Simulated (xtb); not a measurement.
## Geometry relaxation of C3H4ClO (part 1 of 2)

C3H4ClO, multiplicity 2, computed with GFN2-xTB, GBSA solvent ch2cl2 (xtb 6.7.1).

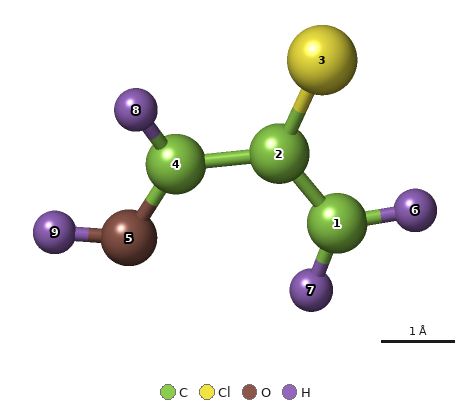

*The input geometry (ball-and-stick view, seen at an oblique angle; atoms are numbered from 1 in the order of the input).*

Bond lengths as drawn: C–C 1.34 to 1.43 Å, C–Cl 1.64 Å, C–H 1.09 to 1.12 Å, C–O 1.31 Å and H–O 1.02 Å.

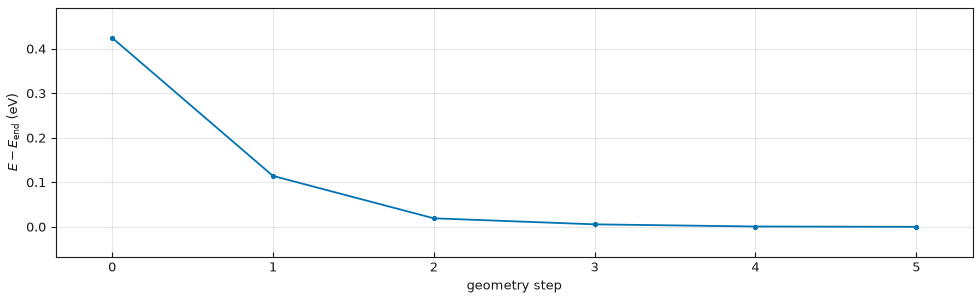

*Progress of the relaxation, step by step (steps are counted from 0).*

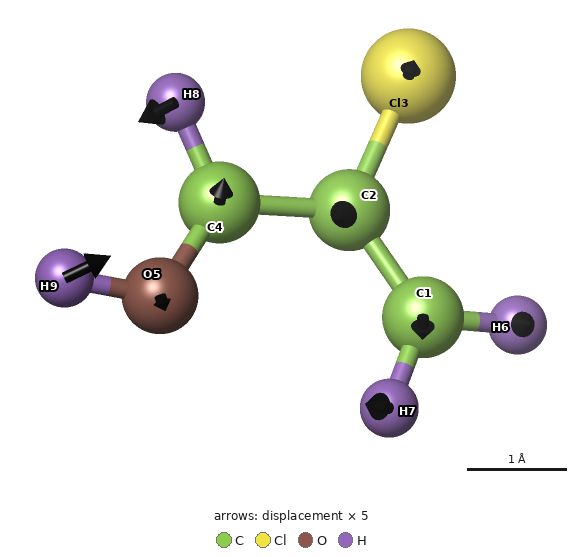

*The starting structure with the displacements as black arrows, magnified 5 times (ball-and-stick view, seen at a tilt). The two geometries are laid on each other by the best rigid fit.*

The largest move after the best rigid fit is that of H9, 0.11 Å. Largest moves by element: H 0.11 Å, C 0.08 Å, Cl 0.04 Å, O 0.03 Å. Among the contacts that change: C2–Cl3 1.644 → 1.748 Å, O5–H9 1.025 → 0.967 Å, C2–C4 1.432 → 1.387 Å, C4–O5 1.314 → 1.356 Å. Among the angles that change: C2–C4–H8 114.1° → 121.1°, C4–O5–H9 116.3° → 110.0°, C1–C2–C4 120.6° → 126.6°. Over 5 geometry steps the energy falls by 0.425 eV. (Atoms are counted from 1 in the order of the input.)

The input that produced these results follows, with the program's output.

The input (coord)
```
$coord angs
    -0.3484580     0.8330950     1.1266020  C
     0.2372300     0.7006130    -0.0709330  C
     0.8161920     1.9921720    -0.9080290  Cl
     0.2290160    -0.5601040    -0.7506230  C
    -0.2874750    -1.6753170    -0.2855510  O
    -0.2405280     1.7736460     1.6706890  H
    -0.8088910    -0.0015930     1.7039900  H
     0.5503120    -0.5037810    -1.8170880  H
    -0.1516840    -2.5125040    -0.8609030  H
$end
```

File input.inp
```
$opt
   hlow=0.001
$gbsa
   gbsagrid=tight
$fix
   atoms: 5
$end
```

Launched with:
```bash
xtb coord --cma --gbsa ch2cl2 -c 0 -u 1 --input input.inp --opt sloppy --parallel 1 > xtb.out
```

Output
```
* xtb version 6.7.1
   ID    Z sym.   atoms
    1    6 C      1, 2, 4
    2   17 Cl     3
    3    8 O      5
    4    1 H      6-9

           -------------------------------------------------
          |                Calculation Setup                |
           -------------------------------------------------

          program call               : xtb coord --cma --gbsa ch2cl2 -c 0 -u 1 --input input.inp --opt sloppy --parallel 1
          coordinate file            : coord
          omp threads                :                     1

           -------------------------------------------------
          |                 G F N 2 - x T B                 |
           -------------------------------------------------

      * Hamiltonian:
        H0-scaling (s, p, d)           1.850000    2.230000    2.230000
        zeta-weighting                 0.500000
      * Dispersion:
        s8                             2.700000
        a1                             0.520000
        a2                             5.000000
        s9                             5.000000
      * Repulsion:
        kExp                           1.500000    1.000000
        rExp                           1.000000
      * Coulomb:
        alpha                          2.000000
        third order                    shell-resolved
        anisotropic                    true
        a3                             3.000000
        a5                             4.000000
        cn-shift                       1.200000
        cn-exp                         4.000000
        max-rad                        5.000000

      * Solvation model:               GBSA
        Solvent                        ch2cl2
        Parameter file                 internal GFN2-xTB/GBSA
        Dielectric constant                8.9300E+00
        Reference state                gsolv [1 M gas/solution]
        Free energy shift                  4.4408E-03 Eh       2.7867E+00 kcal/mol
        Temperature                        2.9815E+02 K
        Density                            1.3300E+00 kg/L
        Solvent mass                       8.4930E+01 g/mol
        Interaction kernel             Still
        Born radius scaling (c1)           1.4917E+00
        Born radii integrator          GBOBC
        Born offset                        0.0000E+00 a0       0.0000E+00 AA
        H-bond correction              false
        Ion screening                  false
        Surface tension                    1.0000E-05 Eh       1.5569E+01 dyn/cm
        Grid points                               974 per atom

          ...................................................
          :                      SETUP                      :
          :.................................................:
          :  # basis functions                  30          :
          :  # atomic orbitals                  29          :
          :  # shells                           15          :
          :  # electrons                        29          :
          :  max. iterations                   250          :
          :  Hamiltonian                  GFN2-xTB          :
          :  restarted?                      false          :
          :  GBSA solvation                   true          :
          :  PC potential                    false          :
          :  electronic temp.          300.0000000     K    :
          :  accuracy                    1.0000000          :
          :  -> integral cutoff          0.2500000E+02      :
          :  -> integral neglect         0.1000000E-07      :
          :  -> SCF convergence          0.1000000E-05 Eh   :
          :  -> wf. convergence          0.1000000E-03 e    :
          :  Broyden damping             0.4000000          :
          :  net charge                          0          :
          :  unpaired electrons                  1          :
          ...................................................

 iter      E             dE          RMSdq      gap      omega  full diag
   1    -17.1226536 -0.171227E+02  0.476E+00    3.62       0.0  T
   2    -17.1321718 -0.951813E-02  0.314E+00    3.45       1.0  T
   3    -17.1240498  0.812193E-02  0.157E+00    3.60       1.0  T
   4    -17.1376903 -0.136405E-01  0.381E-01    3.57       1.0  T
   5    -17.1381505 -0.460225E-03  0.161E-01    3.52       1.0  T
   6    -17.1381879 -0.373853E-04  0.996E-02    3.54       1.0  T
   7    -17.1382074 -0.194960E-04  0.514E-02    3.54       1.0  T
   8    -17.1382164 -0.898541E-05  0.302E-02    3.54       1.1  T
   9    -17.1382210 -0.458091E-05  0.990E-03    3.54       3.4  T
  10    -17.1382212 -0.196790E-06  0.291E-03    3.54      11.5  T
  11    -17.1382212 -0.280281E-07  0.123E-03    3.54      27.1  T
  12    -17.1382212 -0.225520E-08  0.816E-04    3.54      40.8  T
  13    -17.1382212 -0.271903E-08  0.343E-04    3.54      97.1  T

   *** convergence criteria satisfied after 13 iterations ***

         #    Occupation            Energy/Eh            Energy/eV
      -------------------------------------------------------------
         1        2.0000           -1.0658273             -29.0026
       ...           ...                  ...                  ...
         9        2.0000           -0.5073618             -13.8060
        10        2.0000           -0.4798947             -13.0586
        11        2.0000           -0.4698419             -12.7851
        12        2.0000           -0.4508356             -12.2679
        13        2.0000           -0.4253810             -11.5752
        14        2.0000           -0.4030292             -10.9670
        15        1.0000           -0.3123301              -8.4989 (HOMO)
        16                         -0.1823831              -4.9629 (LUMO)
        17                         -0.1258882              -3.4256
        18                         -0.0179124              -0.4874
        19                          0.0107368               0.2922
        20                          0.0110513               0.3007
       ...                                ...                  ...
        29                          0.5983174              16.2810
      -------------------------------------------------------------
                  HL-Gap            0.1299470 Eh            3.5360 eV
             Fermi-level           -0.3025181 Eh           -8.2319 eV

 SCC (total)                   0 d,  0 h,  0 min,  0.005 sec
 SCC setup                      ...        0 min,  0.000 sec (  7.515%)
 Dispersion                     ...        0 min,  0.000 sec (  0.750%)
 classical contributions        ...        0 min,  0.000 sec (  0.158%)
 integral evaluation            ...        0 min,  0.001 sec ( 12.019%)
 iterations                     ...        0 min,  0.003 sec ( 55.991%)
 molecular gradient             ...        0 min,  0.001 sec ( 21.486%)
 printout                       ...        0 min,  0.000 sec (  1.799%)

         :::::::::::::::::::::::::::::::::::::::::::::::::::::
         ::                     SUMMARY                     ::
         :::::::::::::::::::::::::::::::::::::::::::::::::::::
         :: total energy             -16.986247307682 Eh    ::
         :: w/o Gsasa/hb/shift       -16.980660551412 Eh    ::
         :: gradient norm              0.134962545033 Eh/a0 ::
         :: HOMO-LUMO gap              3.536038514320 eV    ::
         ::.................................................::
         :: SCC energy               -17.138218125989 Eh    ::
         :: -> isotropic ES            0.022530590530 Eh    ::
         :: -> anisotropic ES          0.002786837897 Eh    ::
         :: -> anisotropic XC          0.003061306948 Eh    ::
         :: -> dispersion             -0.005193980944 Eh    ::
         :: -> Gsolv                  -0.009209015379 Eh    ::
         ::    -> Gelec               -0.003622259109 Eh    ::
         ::    -> Gsasa               -0.010027585444 Eh    ::
         ::    -> Ghb                  0.000000000000 Eh    ::
         ::    -> Gshift               0.004440829173 Eh    ::
         :: repulsion energy           0.151970818307 Eh    ::
         :: add. restraining           0.000000000000 Eh    ::
         :: total charge              -0.000000000000 e     ::
         :::::::::::::::::::::::::::::::::::::::::::::::::::::

      -----------------------------------------------------------
     |                   =====================                   |
     |                        A N C O P T                        |
     |                   =====================                   |
     |               Approximate Normal Coordinate               |
     |                Rational Function Optimizer                |
      -----------------------------------------------------------

          ...................................................
          :                      SETUP                      :
          :.................................................:
          :   optimization level            sloppy          :
          :   max. optcycles                   200          :
          :   ANC micro-cycles                  20          :
          :   degrees of freedom                21          :
          :.................................................:
          :   RF solver                   davidson          :
          :   write xtbopt.log                true          :
          :   linear?                        false          :
          :   energy convergence         0.1000000E-03 Eh   :
          :   grad. convergence          0.6000000E-02 Eh/α :
          :   maximum RF displ.          1.0000000          :
          :   Hlow (freq-cutoff)         0.1000000E-02      :
          :   Hmax (freq-cutoff)         5.0000000          :
          :   S6 in model hess.         20.0000000          :
          ...................................................

generating ANC from exact Hessian ...
Using Lindh-Hessian (1995)
 Shifting diagonal of input Hessian by    0.0000000000000000
 Lowest  eigenvalues of input Hessian
    0.000000    0.000000    0.000000    0.000000    0.000000    0.000000
    0.003847    0.008011    0.010553    0.018893    0.034746    0.045202
    0.066731    0.075385    0.084974    0.090435    0.137550    0.157522
 Highest eigenvalues
    0.569675    1.072601    1.196170    1.201767    1.814030    2.019894

........................................................................
.............................. CYCLE    1 ..............................
........................................................................

 iter      E             dE          RMSdq      gap      omega  full diag
   1    -17.1382212 -0.171382E+02  0.513E-05    3.54       0.0  T
   2    -17.1382212 -0.233058E-11  0.414E-05    3.54     805.8  T
   3    -17.1382212 -0.355627E-11  0.265E-05    3.54    1257.8  T
     SCC iter.                  ...        0 min,  0.001 sec
     gradient                   ...        0 min,  0.001 sec
 * total energy  :   -16.9862473 Eh     change       -0.2890452E-09 Eh
   gradient norm :     0.1259826 Eh/α   predicted     0.0000000E+00 (-100.00%)
   displ. norm   :     0.2291488 α      lambda       -0.1582250E-01
   maximum displ.:     0.1336045 α      in ANC's #8, #5, #15, ...

........................................................................
.............................. CYCLE    2 ..............................
........................................................................

 iter      E             dE          RMSdq      gap      omega  full diag
   1    -17.1533615 -0.171534E+02  0.496E-01    3.62       0.0  T
   2    -17.1534194 -0.579049E-04  0.300E-01    3.65       1.0  T
   3    -17.1533230  0.964013E-04  0.166E-01    3.62       1.0  T
   4    -17.1534601 -0.137044E-03  0.430E-02    3.64       1.0  T
   5    -17.1534665 -0.643513E-05  0.299E-02    3.64       1.1  T
   6    -17.1534685 -0.200281E-05  0.204E-02    3.64       1.6  T
   7    -17.1534702 -0.169908E-05  0.991E-03    3.64       3.4  T
   8    -17.1534707 -0.453441E-06  0.350E-03    3.64       9.5  T
   9    -17.1534707 -0.428882E-07  0.105E-03    3.64      31.7  T
  10    -17.1534707 -0.221308E-08  0.366E-04    3.64      91.1  T
  11    -17.1534707 -0.236124E-09  0.256E-04    3.64     130.4  T
     SCC iter.                  ...        0 min,  0.002 sec
     gradient                   ...        0 min,  0.001 sec
 * total energy  :   -16.9976528 Eh     change       -0.1140549E-01 Eh
   gradient norm :     0.0665878 Eh/α   predicted    -0.8326667E-02 ( -26.99%)
   displ. norm   :     0.1845515 α      lambda       -0.6624999E-02
   maximum displ.:     0.0864198 α      in ANC's #5, #8, #2, ...

........................................................................
.............................. CYCLE    3 ..............................
........................................................................

 iter      E             dE          RMSdq      gap      omega  full diag
   1    -17.1662354 -0.171662E+02  0.372E-01    3.75       0.0  T
   2    -17.1662991 -0.637193E-04  0.228E-01    3.77       1.0  T
   3    -17.1662760  0.231259E-04  0.160E-01    3.75       1.0  T
   4    -17.1663714 -0.954875E-04  0.434E-02    3.76       1.0  T
   5    -17.1663760 -0.453422E-05  0.316E-02    3.76       1.1  T
   6    -17.1663780 -0.206494E-05  0.230E-02    3.76       1.5  T
   7    -17.1663804 -0.237316E-05  0.106E-02    3.76       3.2  T
   8    -17.1663809 -0.517725E-06  0.216E-03    3.76      15.4  T
   9    -17.1663809 -0.113104E-07  0.824E-04    3.76      40.4  T
  10    -17.1663809 -0.110366E-08  0.318E-04    3.76     104.7  T
     SCC iter.                  ...        0 min,  0.002 sec
     gradient                   ...        0 min,  0.001 sec
 * total energy  :   -17.0011550 Eh     change       -0.3502214E-02 Eh
   gradient norm :     0.0238006 Eh/α   predicted    -0.3425323E-02 (  -2.20%)
   displ. norm   :     0.1084372 α      lambda       -0.7062167E-03
   maximum displ.:     0.0813334 α      in ANC's #3, #2, #6, ...

........................................................................
.............................. CYCLE    4 ..............................
........................................................................

 iter      E             dE          RMSdq      gap      omega  full diag
   1    -17.1653769 -0.171654E+02  0.127E-01    3.80       0.0  T
   2    -17.1653807 -0.377146E-05  0.775E-02    3.81       1.0  T
   3    -17.1653752  0.553684E-05  0.572E-02    3.80       1.0  T
   4    -17.1653895 -0.143502E-04  0.121E-02    3.81       2.7  T
   5    -17.1653898 -0.246092E-06  0.956E-03    3.81       3.5  T
   6    -17.1653900 -0.282701E-06  0.596E-03    3.80       5.6  T
   7    -17.1653902 -0.163056E-06  0.302E-03    3.81      11.0  T
   8    -17.1653902 -0.407609E-07  0.979E-04    3.81      34.0  T
   9    -17.1653903 -0.181409E-08  0.252E-04    3.81     132.5  T
     SCC iter.                  ...        0 min,  0.002 sec
     gradient                   ...        0 min,  0.001 sec
 * total energy  :   -17.0016539 Eh     change       -0.4988604E-03 Eh
   gradient norm :     0.0124973 Eh/α   predicted    -0.3572608E-03 ( -28.38%)
   displ. norm   :     0.1000553 α      lambda       -0.3605827E-03
   maximum displ.:     0.0627103 α      in ANC's #4, #3, #2, ...
```
